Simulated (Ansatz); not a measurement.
# CH2F3N: inversion of the pyramid at N1, part 2 of 2

How high is the barrier for the inversion of the pyramid at N1? Relax the two ends, then run a nudged elastic band between them. SMILES of the start: NC(F)(F)F.

Ansatz 0.2.0; RKS B3LYP-D4/def2-mTZVP.

**6. Vibrations at the top**

The geometry is the highest inner image of the first converged band.

input.yaml

```yaml
crystal:
  periodic: [false, false, false]
  atoms:
    - { symbol: "N", position_ang: [-0.004397, 0.636498, 0.566454] }
    - { symbol: C, position_ang: [0.005094, -0.387077, -0.351941] }
    - { symbol: F, position_ang: [-0.783119, -0.166834, -1.446903] }
    - { symbol: F, position_ang: [-0.439035, -1.525182, 0.224129] }
    - { symbol: F, position_ang: [1.243809, -0.620548, -0.865896] }
    - { symbol: H, position_ang: [-0.428937, 0.495187, 1.465118] }
    - { symbol: H, position_ang: [0.467785, 1.499956, 0.363339] }
basis:
  gaussian: { orbitals: def2-mTZVP }
hamiltonian:
  xc: b3lyp
  dispersion: d4
phonons: {}
```

Launch:

```bash
> ansatz run input.yaml --threads 2 --pin off --max-ram 3072MiB --backend cpu --events-out ev --progress --plain --runs-dir out
```

The log of the run (excerpt; [...] marks lines left out):

```text
Warning: RAYON_NUM_THREADS=2 ignored (pool sized by the plan → 2); use --threads N
[...]
Functional definition: B3LYP
[...]
839 factors; their error is unknown
[...]
mean field -10714.73350998 eV, -393.7591937846 hartree, gradient 3.7e-5 eV, S^2 0.000000; 0 other end points of the search recorded, 0 dependent functions left out
[...]
reference -10714.73368365 eV, -393.7592001669 hartree; 21, 21 occupied and 80, 80 virtual orbitals, 839 factors
[...]
839 factors; their error is unknown
mean field -10714.73344784 eV, -393.7591915010 hartree, gradient 1.4e-6 eV, S^2 0.000000; 0 other end points of the search recorded, 0 dependent functions left out
[...]
reference -10714.73362151 eV, -393.7591978831 hartree; 21, 21 occupied and 80, 80 virtual orbitals, 839 factors
[...]
839 factors; their error is unknown
[...]
mean field -10714.73345806 eV, -393.7591918765 hartree, gradient 2.8e-6 eV, S^2 0.000000; 0 other end points of the search recorded, 0 dependent functions left out
[...]
reference -10714.73363173 eV, -393.7591982586 hartree; 21, 21 occupied and 80, 80 virtual orbitals, 839 factors
[...]
839 factors; their error is unknown
mean field -10714.73347821 eV, -393.7591926168 hartree, gradient 2.4e-6 eV, S^2 0.000000; 0 other end points of the search recorded, 0 dependent functions left out
[...]
reference -10714.73365188 eV, -393.7591989992 hartree; 21, 21 occupied and 80, 80 virtual orbitals, 839 factors
[...]
839 factors; their error is unknown
mean field -10714.73347754 eV, -393.7591925923 hartree, gradient 2.1e-6 eV, S^2 0.000000; 0 other end points of the search recorded, 0 dependent functions left out
[...]
reference -10714.73365121 eV, -393.7591989746 hartree; 21, 21 occupied and 80, 80 virtual orbitals, 839 factors
[...]
839 factors; their error is unknown
mean field -10714.73341206 eV, -393.7591901862 hartree, gradient 7.6e-7 eV, S^2 0.000000; 0 other end points of the search recorded, 0 dependent functions left out
[...]
```

**7. The log goes on: vibrations at the highest image of the band**

The log, continued (excerpt; [...] marks lines left out):

```text
reference -10714.73358576 eV, -393.7591965692 hartree; 21, 21 occupied and 80, 80 virtual orbitals, 839 factors
[...]
839 factors; their error is unknown
mean field -10714.73342626 eV, -393.7591907077 hartree, gradient 2.3e-6 eV, S^2 0.000000; 0 other end points of the search recorded, 0 dependent functions left out
[...]
reference -10714.73359991 eV, -393.7591970894 hartree; 21, 21 occupied and 80, 80 virtual orbitals, 839 factors
[...]
839 factors; their error is unknown
[...]
mean field -10714.73347448 eV, -393.7591924801 hartree, gradient 2.0e-6 eV, S^2 0.000000; 0 other end points of the search recorded, 0 dependent functions left out
[...]
reference -10714.73364816 eV, -393.7591988624 hartree; 21, 21 occupied and 80, 80 virtual orbitals, 839 factors
[...]
839 factors; their error is unknown
mean field -10714.73346387 eV, -393.7591920901 hartree, gradient 2.2e-6 eV, S^2 0.000000; 0 other end points of the search recorded, 0 dependent functions left out
[...]
WARN: phonons: modes at or below zero, which the zero-point energy, F, S and C_V leave out: 1, the lowest at -536.25 cm⁻¹. A minimum has none, and a first-order saddle one
Total energy: -10714.88176849 eV, -393.7646421844 hartree
Atom 0 at    -0.004397     0.636498     0.566454 Å, force     0.006205     0.002233     0.012653 eV/Å
Atom 1 at     0.005094    -0.387077    -0.351941 Å, force    -0.006048     0.000585     0.001471 eV/Å
Atom 2 at    -0.783119    -0.166834    -1.446903 Å, force     0.002876     0.001340    -0.002493 eV/Å
Atom 3 at    -0.439035    -1.525182     0.224129 Å, force     0.001928     0.002792     0.000776 eV/Å
Atom 4 at     1.243809    -0.620548    -0.865896 Å, force    -0.000472    -0.001494    -0.000531 eV/Å
Atom 5 at    -0.428937     0.495187     1.465118 Å, force     0.002003    -0.001235    -0.008421 eV/Å
Atom 6 at     0.467785     1.499956     0.363339 Å, force    -0.006493    -0.004220    -0.003454 eV/Å
Dipole moment:     0.017377     0.446757     0.447529 e Å
Vibrations: -536.25 59.59 413.45 444.99 557.56 592.83 622.73 878.18 973.63 1094.02 1303.63 1342.97 1637.49 3625.35 3753.06 cm⁻¹, zero-point energy 1.072430 eV
```

It took 36 s on 2 threads of Arm Neoverse V2, shared host; peak memory 0.17 GiB.

Of 15 modes, 1 is imaginary by more than 30 cm⁻¹ (536i cm⁻¹).

**8. Another band, settings changed**

crystal.atoms is end A as relaxed above, and neb.final_atoms is end B, turned to lie on A. With 8 inner images the band has 10 in all. The start path is listed, through a guess of the saddle.

input.yaml

```yaml
crystal:
  periodic: [false, false, false]
  atoms:
    - { symbol: "N", position_ang: [0.179617, 0.536141, 0.712601] }
    - { symbol: C, position_ang: [0.051724, -0.41244, -0.305998] }
    - { symbol: F, position_ang: [-0.870628, -0.102675, -1.274821] }
    - { symbol: F, position_ang: [-0.333184, -1.598584, 0.203562] }
    - { symbol: F, position_ang: [1.224489, -0.569832, -0.949672] }
    - { symbol: H, position_ang: [-0.690831, 0.652544, 1.219636] }
    - { symbol: H, position_ang: [0.500013, 1.426847, 0.348992] }
basis:
  gaussian: { orbitals: def2-mTZVP }
hamiltonian:
  xc: b3lyp
  dispersion: d4
neb:
  order_check: false
  images: 8
  f_tol: 0.05
  max_iterations: 60
  climbing: false
  final_atoms:
    - { symbol: "N", position_ang: [-0.24276444, 0.64606157, 0.58565769] }
    - { symbol: C, position_ang: [-0.04860644, -0.3861164, -0.33632454] }
    - { symbol: F, position_ang: [-0.6625537, -0.09833808, -1.50032275] }
    - { symbol: F, position_ang: [-0.54104721, -1.54333067, 0.14623167] }
    - { symbol: F, position_ang: [1.26254406, -0.63887206, -0.65638496] }
    - { symbol: H, position_ang: [0.1787713, 0.42491205, 1.48114228] }
    - { symbol: H, position_ang: [0.11485642, 1.52768459, 0.2343006] }
  initial_path:
    images:
      - { positions_ang: [[0.179617, 0.536141, 0.712601], [0.051724, -0.41244, -0.305998], [-0.870628, -0.102675, -1.274821], [-0.333184, -1.598584, 0.203562], [1.224489, -0.569832, -0.949672], [-0.690831, 0.652544, 1.219636], [0.500013, 1.426847, 0.348992]] }
      - { positions_ang: [[0.14237656, 0.56611385, 0.68900643], [0.03838681, -0.40598784, -0.313212], [-0.87861274, -0.10953055, -1.29118049], [-0.322996, -1.57788926, 0.21873028], [1.22525184, -0.55931076, -0.93371862], [-0.69751081, 0.60597238, 1.24672921], [0.55430435, 1.41263318, 0.3379452]] }
      - { positions_ang: [[0.10513612, 0.5960867, 0.66541185], [0.02504962, -0.39953568, -0.32042601], [-0.88659748, -0.11638609, -1.30753998], [-0.312808, -1.55719452, 0.23389856], [1.22601468, -0.54878953, -0.91776525], [-0.70419063, 0.55940076, 1.27382241], [0.60859569, 1.39841936, 0.3268984]] }
      - { positions_ang: [[0.06789568, 0.62605955, 0.64181728], [0.01171243, -0.39308353, -0.32764001], [-0.89458222, -0.12324164, -1.32389947], [-0.30261999, -1.53649977, 0.24906685], [1.22677752, -0.53826829, -0.90181187], [-0.71087044, 0.51282914, 1.30091562], [0.66288704, 1.38420553, 0.3158516]] }
      - { positions_ang: [[0.03065523, 0.6560324, 0.61822271], [-0.00162476, -0.38663137, -0.33485402], [-0.90256696, -0.13009719, -1.34025895], [-0.29243199, -1.51580503, 0.26423513], [1.22754035, -0.52774705, -0.8858585], [-0.71755026, 0.46625752, 1.32800883], [0.71717838, 1.36999171, 0.3048048]] }
      - { positions_ang: [[-0.01627604, 0.6682458, 0.6041179], [-0.01277258, -0.38370652, -0.33822363], [-0.8794476, -0.12961531, -1.3653147], [-0.31552791, -1.50966577, 0.25786509], [1.23176869, -0.53541817, -0.85327105], [-0.62092778, 0.44096508, 1.35706508], [0.67438321, 1.38119589, 0.29206131]] }
      - { positions_ang: [[-0.07289814, 0.66269974, 0.59950285], [-0.02173105, -0.38430899, -0.33774886], [-0.82522412, -0.121796, -1.39906671], [-0.37190773, -1.518082, 0.22995674], [1.23946254, -0.56128164, -0.80404952], [-0.42100301, 0.43695183, 1.38808438], [0.53450151, 1.41781806, 0.27762113]] }
      - { positions_ang: [[-0.12952024, 0.65715369, 0.5948878], [-0.03068951, -0.38491146, -0.33727408], [-0.77100065, -0.11397669, -1.43281872], [-0.42828756, -1.52649822, 0.20204838], [1.24715638, -0.58714512, -0.754828], [-0.22107824, 0.43293857, 1.41910368], [0.39461981, 1.45444024, 0.26318095]] }
      - { positions_ang: [[-0.18614234, 0.65160763, 0.59027274], [-0.03964797, -0.38551393, -0.33679931], [-0.71677717, -0.10615739, -1.46657074], [-0.48466738, -1.53491445, 0.17414003], [1.25485022, -0.61300859, -0.70560648], [-0.02115347, 0.42892531, 1.45012298], [0.25473812, 1.49106242, 0.24874077]] }
      - { positions_ang: [[-0.24276444, 0.64606157, 0.58565769], [-0.04860644, -0.3861164, -0.33632454], [-0.6625537, -0.09833808, -1.50032275], [-0.54104721, -1.54333067, 0.14623167], [1.26254406, -0.63887206, -0.65638496], [0.1787713, 0.42491205, 1.48114228], [0.11485642, 1.52768459, 0.2343006]] }
```

Launch:

```bash
> ansatz run input.yaml --threads 2 --pin off --max-ram 3072MiB --backend cpu --events-out ev --progress --plain --runs-dir out
```

The log of the run (excerpt; [...] marks lines left out):

```text
Warning: RAYON_NUM_THREADS=2 ignored (pool sized by the plan → 2); use --threads N
[...]
[... 1 set-up line as earlier in the session ...]
[...]
839 factors; their error is unknown
[...]
mean field -10714.86221815 eV, -393.7639237225 hartree, gradient 3.9e-5 eV, S^2 0.000000; 0 other end points of the search recorded, 0 dependent functions left out
[...]
reference -10714.86239356 eV, -393.7639301689 hartree; 21, 21 occupied and 80, 80 virtual orbitals, 839 factors
839 factors; their error is unknown
[...]
mean field -10714.86216327 eV, -393.7639217058 hartree, gradient 2.5e-5 eV, S^2 0.000000; 0 other end points of the search recorded, 0 dependent functions left out
[...]
reference -10714.86233726 eV, -393.7639280998 hartree; 21, 21 occupied and 80, 80 virtual orbitals, 839 factors
NEB end point (image 0): max|allowed force component| = 7.130e-3 eV/Å (the criterion of neb.relax_end_points is 1.000e-2)
[...]
NEB iter   8: max|band force component| = 1.575e-2 eV/Å  barrier→ = 0.1255 eV  barrier← = 0.1254 eV  Δτ_max = 0.0000 Å  (435 SCF iters)
Total energy: -10714.88522196 eV, -393.7647690970 hartree
Atom 0 at     0.032247     0.622734     0.581675 Å, force     0.081339    -0.022945     0.033254 eV/Å
Atom 1 at     0.012653    -0.389326    -0.349168 Å, force     0.023518    -0.009539     0.004142 eV/Å
Atom 2 at    -0.748937    -0.126639    -1.453374 Å, force    -0.007272     0.024606     0.029395 eV/Å
Atom 3 at    -0.475221    -1.515026     0.213741 Å, force     0.000569    -0.004262     0.000559 eV/Å
Atom 4 at     1.248073    -0.669200    -0.850105 Å, force     0.000037    -0.017859    -0.029502 eV/Å
Atom 5 at    -0.391187     0.479153     1.480256 Å, force    -0.063109     0.018519    -0.022221 eV/Å
Atom 6 at     0.383572     1.530306     0.331274 Å, force    -0.035082     0.011478    -0.015627 eV/Å
Dipole moment:    -0.029467     0.461098     0.430838 e Å
this run last wrote the band of iteration 8 to <dir>
```

Run time: 96 s. Hardware: 2 threads of Arm Neoverse V2, shared host; peak memory 0.18 GiB.

**9. Images and barrier**

The 8 inner images lie between the fixed ends 0 and 9. Energy is taken from image 0, and the path length is the program's own coordinate along the band.

| image | path (Å) | energy (eV) | sum of angles at N1 (°) | band force (eV/Å) |
| --- | --- | --- | --- | --- |
| 0 | 0.000 | 0.0000 | 333.1 | - |
| 1 | 0.177 | 0.0045 | 333.6 | 0.001 |
| 2 | 0.354 | 0.0195 | 337.1 | 0.007 |
| 3 | 0.530 | 0.0697 | 350.4 | 0.016 |
| 4 | 0.707 | 0.1255 | 359.7 | 0.007 |
| 5 | 0.883 | 0.1047 | 355.5 | 0.015 |
| 6 | 1.059 | 0.0461 | 341.8 | 0.011 |
| 7 | 1.234 | 0.0201 | 335.0 | 0.004 |
| 8 | 1.410 | 0.0059 | 333.5 | 0.001 |
| 9 | 1.585 | 0.0001 | 333.1 | - |

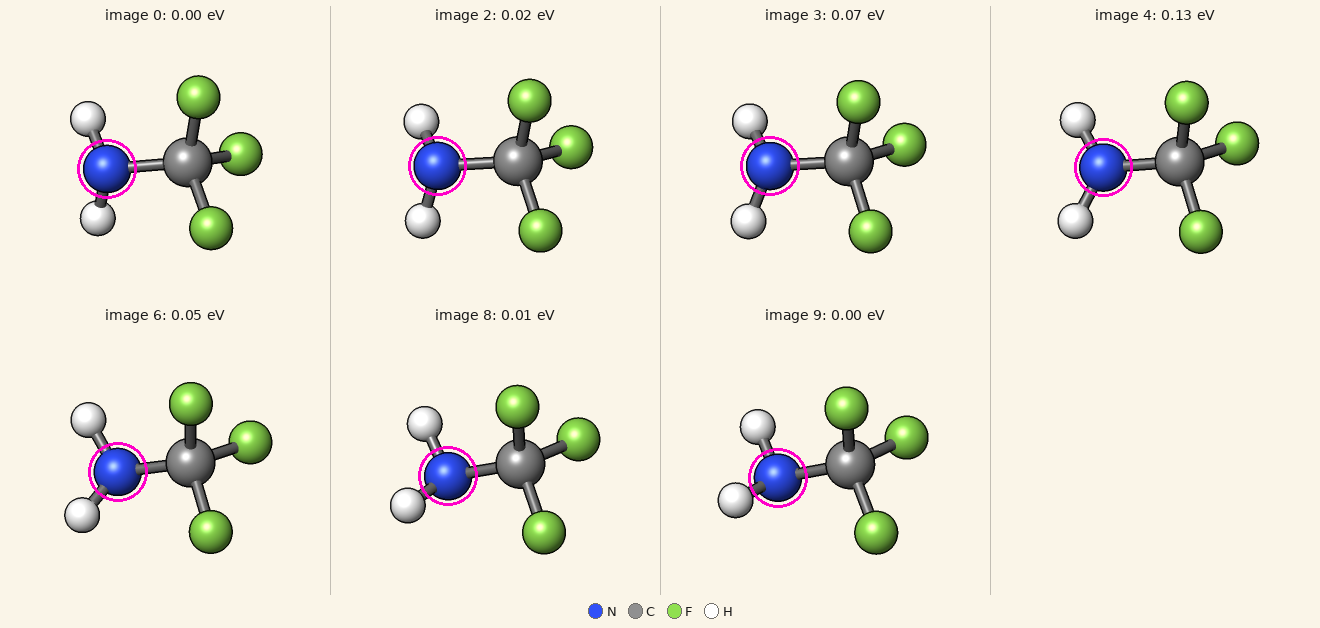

Snapshots along the band, viewed from a chosen angle. Ringed: N1. Sticks join atoms closer than a bonding distance in each image.

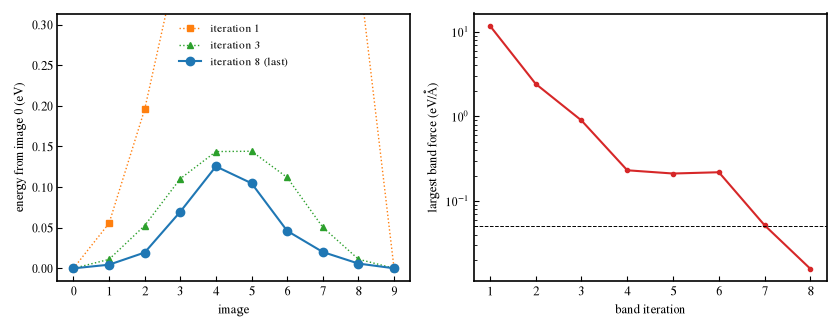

Left: energy of each image for early iterations and the last one (lines only join the points; early values far above the last band run off the scale). Right: the largest band force by iteration, with the threshold dashed.

**10. Outcome**

The summary covers parts 1 to 2.

| quantity | value |
| --- | --- |
| end A | 5 moves, 0.235 eV lower |
| end B | 10 moves, 0.402 eV lower |
| first band: barrier forwards | 0.13 eV |
| first band: barrier backwards | 0.13 eV |
| first band: second end relative to first | 0.000 eV |
| first band: highest image | 2 of 0 to 6, climbing |
| first band: band iterations | 8 |
| imaginary modes at the top | 536i cm⁻¹ |
| second band | top 0.125 eV above image 0, 8 iterations, 8 inner images, none climbing |
| time, first and second band | 61 s and 96 s |

In words: In the first band: the barrier from the first end is 0.13 eV, 5 times kT at 300 K, which at an assumed attempt frequency of 10^13 s⁻¹ means a rate near 10^11 s⁻¹. Both ends agree in energy to 1 meV. One imaginary mode, as a first-order saddle point has. The second band's top lies 3 meV below the first's, as a band that doesn't climb stops under the top. Zero-point energy and entropy are left out. Tunnelling, which matters where hydrogen moves, is missing too.
